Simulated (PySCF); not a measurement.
## Electronic structure of C5H15BO2Si in real space

```xyz
24

C     1.9763    0.8036    1.1109
C     2.4120   -0.2383    0.1314
O     3.4133   -0.8948    0.2313
C     1.5225   -0.3677   -1.1095
O     0.1579   -0.1112   -0.8251
C    -0.5879    0.0898   -2.0125
B    -0.5475   -1.3314    0.1841
C    -1.4062   -0.5715    1.3296
Si   -2.3001    1.0397    0.9127
H     1.0339    0.4955    1.5569
H     1.8026    1.7485    0.6011
H     2.7288    0.9263    1.8851
H     1.8847    0.3795   -1.8318
H     1.6579   -1.3648   -1.5466
H    -0.5073   -0.7709   -2.6832
H    -1.6261    0.2268   -1.7257
H    -0.2276    0.9875   -2.5242
H     0.4083   -1.9022    0.6009
H    -1.1991   -1.9785   -0.5691
H    -0.7879   -0.3767    2.2121
H    -2.1647   -1.2767    1.6787
H    -3.3537    0.8425   -0.0959
H    -1.3742    2.0580    0.3846
H    -2.9274    1.6066    2.1116
```

Geometry: GFN2-xTB.

Theory: PBE0/pcSseg-1, SCF density, gas phase, non-relativistic in PySCF 2.14.0.

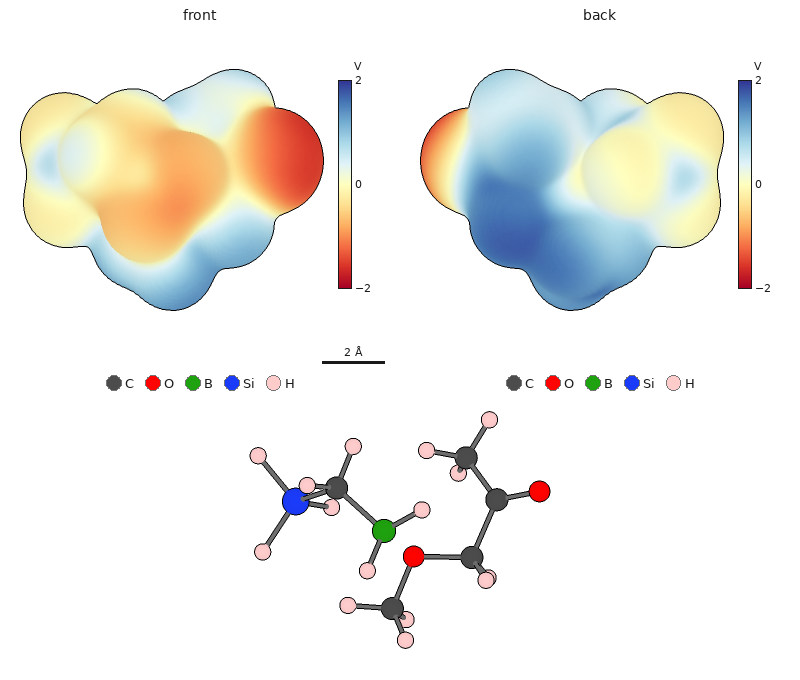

Figure 1. The electrostatic potential painted on the density surface at 0.002 e/bohr³, seen from the front and from behind; red is negative and blue positive. The bare structure is drawn below in the same view.

Which sites attract a positive test charge, and which a negative one?

A positive charge is drawn to the negative regions and a negative charge to the positive ones. The most negative region (about −1.5 V) lies over O3, the most positive (about +1.7 V) over H13 and H17. O3 is the likeliest acceptor of a hydrogen bond.

What dipole moment does the calculation give?

Its dipole moment is 4.05 D.

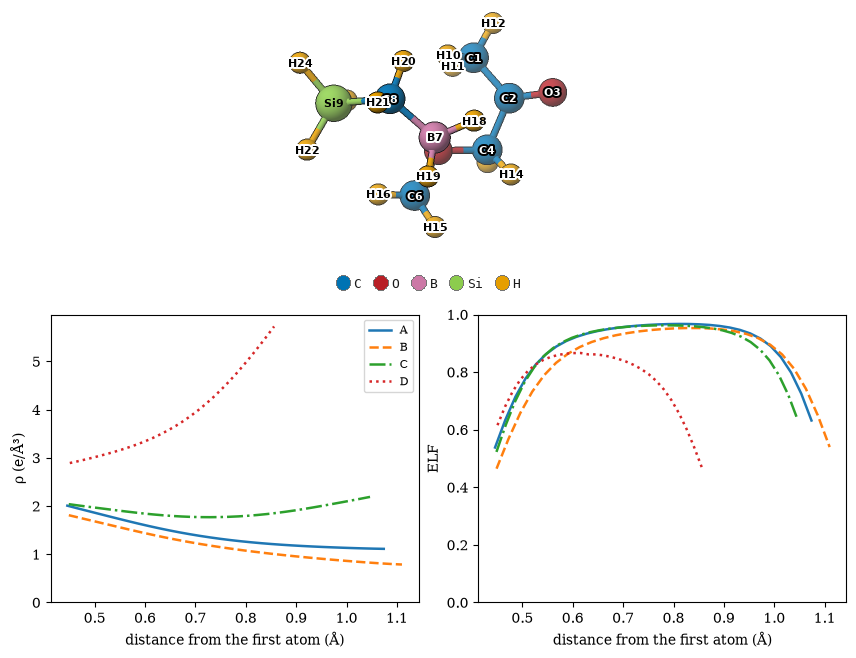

Figure 2. Electron density and ELF along straight lines between neighbouring atoms. The curves leave out the atomic cores. The structure is drawn too.

Which curve belongs to which contact (C–B, C–C, C–O and C–Si)? The first atom named is at distance zero.

Curve A: C–B (1.62 Å): ρ at the midpoint is about 1.2 e/Å³; the ELF peaks at about 0.95 between the atoms; localised, covalent bonding. Curve B: C–Si (1.89 Å): ρ at the midpoint is about 0.91 e/Å³; the ELF peaks at about 0.95 between the atoms, as expected for a shared electron pair. Curve C: C–C (1.49 Å): the density is about 1.8 e/Å³ at the midpoint; the ELF peaks at about 0.95 between the atoms, as expected for a shared electron pair. Curve D: C–O (1.20 Å): ρ is about 3.3 e/Å³ halfway; the ELF peaks at about 0.85 between the atoms (a short, multiple covalent bond).
